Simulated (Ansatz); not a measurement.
Bands of a (10,0) BP nanotube, along its axis.

All values below come from PBE (plane waves to 420 eV, PAW; Ansatz, a quantum-chemistry and plane-wave program). Mesh 1×1×6. No spin polarisation. It repeats along c; a and b span vacuum. A hypothetical model, rolled from the flat sheet. It keeps the symmetry and period of its start, so it need not be a minimum against all distortions.

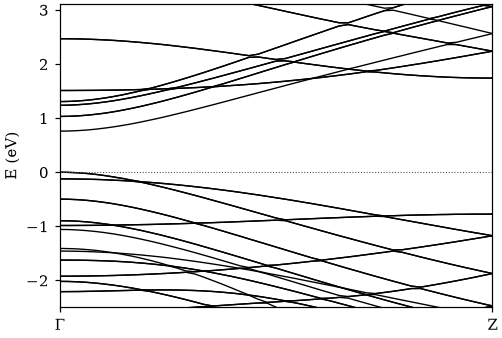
Bands from the zone centre to the zone edge (period 5.56 Å); the dotted line marks the highest filled level

Q: Is it a metal or a semiconductor at this level? Give what the bands show.

A: A semiconductor in PBE.
| Property | Value |
|---|---|
| PBE gap | 0.76 eV, direct at Γ |
